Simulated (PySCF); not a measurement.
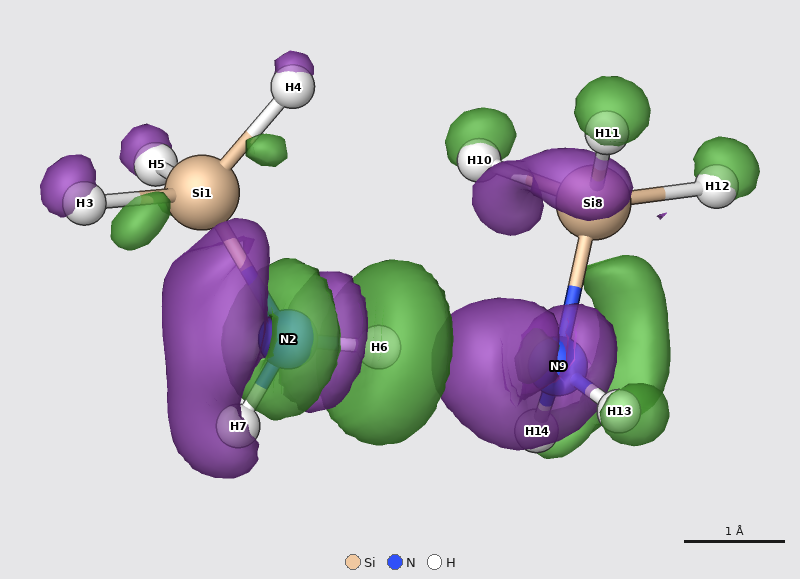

*H$_{10}$N$_{2}$Si$_{2}$, SMILES `[SiH3]N.[SiH3]N`. Density of the complex less the densities of the two fragments at the same geometry, ±0.003 e/Å³ (purple: gain, green: loss). Fragment A: SiH5N (atoms 1–7); fragment B: SiH5N.*

Computed with PySCF, BP86/6-311+G**, geometry: GFN2-xTB.

The calculation's input:

```python
import numpy as np
from pyscf import gto, scf, dft
from pyscf.scf import atom_ks, atom_hf
from scipy.linalg import block_diag
from pyscf.dispersion import dftd3

def solve(mol, dm0=None, hcore=None):
    mf = (dft.UKS if mol.spin else dft.RKS)(mol, xc='bp86')
    mf.grids.level = 3
    mf = mf.density_fit(auxbasis='def2-universal-jkfit')
    mf.conv_tol, mf.max_cycle = 1e-8, 80
    if hcore is not None:
        mf.get_hcore = lambda *args: hcore
    mf.kernel(dm0)
    if not mf.converged:
        mf = mf.newton().run(mf.mo_coeff, mf.mo_occ, max_cycle=30)
    assert mf.converged, 'SCF not converged'
    return mf

mol = gto.M(atom='''
Si    -2.22564     0.47061    -0.03900
N     -1.44865    -1.04493     0.18780
H     -3.64771     0.21934     0.20268
H     -1.63928     1.36925     0.95299
H     -2.09005     1.07699    -1.37570
H     -0.43627    -1.06116     0.16658
H     -1.80862    -1.84515    -0.30792
Si     2.07293     0.60867     0.03104
N      1.66313    -1.06932    -0.09920
H      1.34212     1.25082    -1.05743
H      1.62310     0.99498     1.36407
H      3.51029     0.89278    -0.10658
H      1.96640    -1.68525     0.63951
H      1.81654    -1.52269    -0.98696
''', basis='6-311+g**', charge=0, spin=0, verbose=4)
mol_a = gto.M(atom='''
Si    -2.22564     0.47061    -0.03900
N     -1.44865    -1.04493     0.18780
H     -3.64771     0.21934     0.20268
H     -1.63928     1.36925     0.95299
H     -2.09005     1.07699    -1.37570
H     -0.43627    -1.06116     0.16658
H     -1.80862    -1.84515    -0.30792
ghost-Si     2.07293     0.60867     0.03104
ghost-N      1.66313    -1.06932    -0.09920
ghost-H      1.34212     1.25082    -1.05743
ghost-H      1.62310     0.99498     1.36407
ghost-H      3.51029     0.89278    -0.10658
ghost-H      1.96640    -1.68525     0.63951
ghost-H      1.81654    -1.52269    -0.98696
''', basis='6-311+g**', charge=0, spin=0, verbose=4)
mol_b = gto.M(atom='''
ghost-Si    -2.22564     0.47061    -0.03900
ghost-N     -1.44865    -1.04493     0.18780
ghost-H     -3.64771     0.21934     0.20268
ghost-H     -1.63928     1.36925     0.95299
ghost-H     -2.09005     1.07699    -1.37570
ghost-H     -0.43627    -1.06116     0.16658
ghost-H     -1.80862    -1.84515    -0.30792
Si     2.07293     0.60867     0.03104
N      1.66313    -1.06932    -0.09920
H      1.34212     1.25082    -1.05743
H      1.62310     0.99498     1.36407
H      3.51029     0.89278    -0.10658
H      1.96640    -1.68525     0.63951
H      1.81654    -1.52269    -0.98696
''', basis='6-311+g**', charge=0, spin=0, verbose=4)
ab, a, b = solve(mol), solve(mol_a), solve(mol_b)
e_int = ab.e_tot - a.e_tot - b.e_tot
print('counterpoise-corrected interaction energy / kcal/mol', e_int * 627.5095)
def disp(atoms, charge):
    m = gto.M(atom=atoms, charge=charge, basis='sto-3g', spin=None, unit='Bohr', verbose=0)
    return dftd3.DFTD3Dispersion(m, xc='bp86', version='d3bj').get_dispersion()['energy']
e_disp = disp(mol._atom, mol.charge) - disp(mol._atom[:7], mol_a.charge) - disp(mol._atom[7:], mol_b.charge)
print('D3(BJ) part / kcal/mol', e_disp * 627.5095)
# spherically averaged free atoms, for the promolecule
atm = atom_ks.get_atm_nrks(mol, xc='bp86')
pro = block_diag(*[(atm[a[0]][2] * atm[a[0]][3]) @ atm[a[0]][2].T for a in mol._atom])
np.savez('result.npz', e_int=e_int, e_disp=e_disp, dm_a=a.make_rdm1(), dm_b=b.make_rdm1(), c=ab.mo_coeff, occ=ab.mo_occ, eps=ab.mo_energy, pro=pro, d=[f.dip_moment(verbose=0) for f in (ab, a, b)])
```

Command:

```sh
OMP_NUM_THREADS=1 python input.py
```

The run took 2.3 min on 1 thread of Intel(R) Xeon(R) Processor @ 2.50GHz (Skylake/Cascade Lake), on a shared host, peak memory 0.59 GiB.

Partitions, critical points and surface values were worked out afterwards from this run's density.

**Which way does charge flow?**

Hirshfeld charges show 0.023 e passing from B to A. By Hirshfeld charges, electrons gather most on Si1 (−0.010 e) and leave H6 most (+0.015 e); 0.09 e is displaced in all, which induces a dipole of 0.82 D.

**What is the interaction energy, and which contacts carry it?**

The counterpoise-corrected interaction energy of the frozen fragments is −1.3 kcal/mol without dispersion correction and −4.6 kcal/mol with D3(BJ). The pair geometry is semi-empirical, not a minimum at this level. Contacts: H6···N9, hydrogen bond, 2.12 Å, ρ = 0.023 a.u. The pose is a local one from a semi-empirical search, not shown to be the most stable.
